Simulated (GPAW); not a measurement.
Consider Ni (Nickel, Fm-3m).

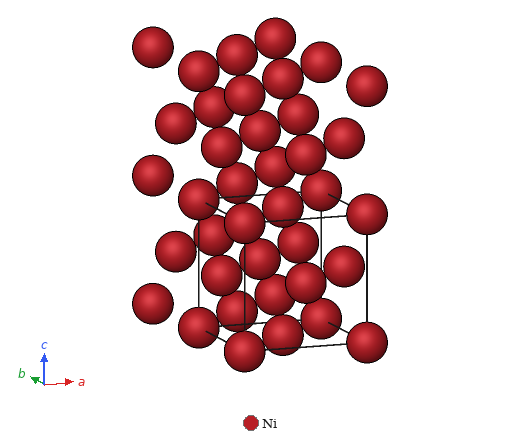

The structure (nickel red). 1×2×2 conventional cells are drawn. Some periodic images of atoms are drawn too.

```cif
data_structure
_symmetry_space_group_name_H-M 'P 1'
_symmetry_Int_Tables_number 1
_cell_length_a 2.4918
_cell_length_b 2.4918
_cell_length_c 2.4918
_cell_angle_alpha 60.000
_cell_angle_beta 60.000
_cell_angle_gamma 60.000
_cell_volume 10.94
loop_
_atom_site_label
_atom_site_type_symbol
_atom_site_fract_x
_atom_site_fract_y
_atom_site_fract_z
_atom_site_occupancy
Ni1 Ni 0.00000 0.00000 0.00000 1
```

Absorber: atom 1, with 12 Ni at 2.49 Å (cuboctahedral, site symmetry m-3m). Method: GPAW, RPBE, excited-electron core hole (neutral cell), 13-atom cell with 5.6 Å between holes, 7×7×7 k points, dipole transitions, Gaussian full width 1.44 eV up to 4 eV, rising linearly to 3.5 eV at 25 eV.

**Question.** Where do the maxima of the Ni K edge fall?

Main maxima up to 30 eV above the zero (height): 3.0 eV (0.80), 15.1 eV (1.63) and 24.2 eV (1.42). A K edge sees empty p states, which here mix into the lowest empty bands, so that weight starts at the zero. The total-energy difference is 8330.13 eV. The tabulated edge of the element is 8333 eV. The functional leaves an error of a few eV in such absolute values.

The Ni K spectrum (energy from the lowest empty level; intensity scaled to a mean of 1 over the first 20 eV):

```tsv
E (eV)	intensity
-2.0	0.00
-0.5	0.08
1.0	0.52
2.5	0.78
4.0	0.74
5.5	0.55
7.0	0.71
8.5	0.79
10.0	0.88
11.5	1.09
13.0	1.35
14.5	1.61
16.0	1.58
17.5	1.37
19.0	1.16
20.5	1.04
22.0	1.16
23.5	1.38
25.0	1.38
26.5	1.21
28.0	1.13
29.5	1.10
31.0	0.97
```

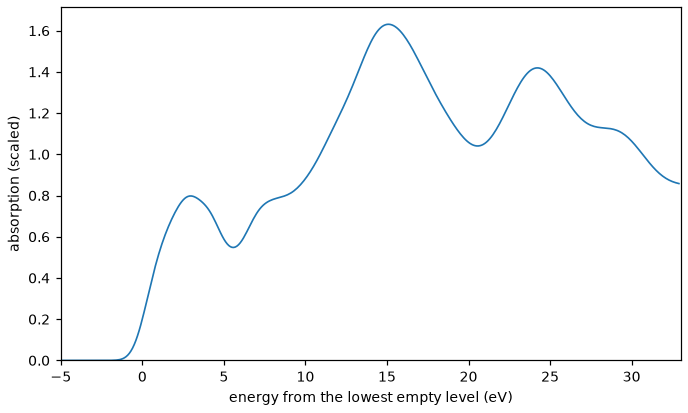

The Ni K edge.

The hole lies in one spin channel, while the script sums the empty states of both and takes the lower zero; where the two channels are split, this blurs and shifts the curve. Quadrupole 1s→3d transitions, which feed the pre-edge, are not in the dipole spectrum. The spins start ferromagnetically in a simple order, which needn't be the measured one; gap and edge can depend on it. The holes are only 5.6 Å apart, so the shape is probably not converged with cell size; no larger cell was run here. Lifetime broadening is put in by hand, and intensities beyond about 20 eV depend on it and on the partial waves. The structure is a published determination, not relaxed.

[Banner, clock and machine lines of the logs are left out without a mark of their own.]

[Logs are printed without paths, hosts, clocks, repeated set-up lines and the standing remarks that a program may print on its own settings, such as how far it seeks lower states.]

[Hosts, paths, dates, database ids (printed as entryN), source tags and the programs' standing remarks are cut or masked in the printed files.]

[Lists of maxima count a maximum above −3 eV only where it reaches 4 % of the highest in the window and stands out from its surroundings by 2 % of it (1.5 % where it reaches 55 %); shoulders and weaker maxima are passed over, and of the rest the first, up to two pre-edge ones and the few strongest are named.]
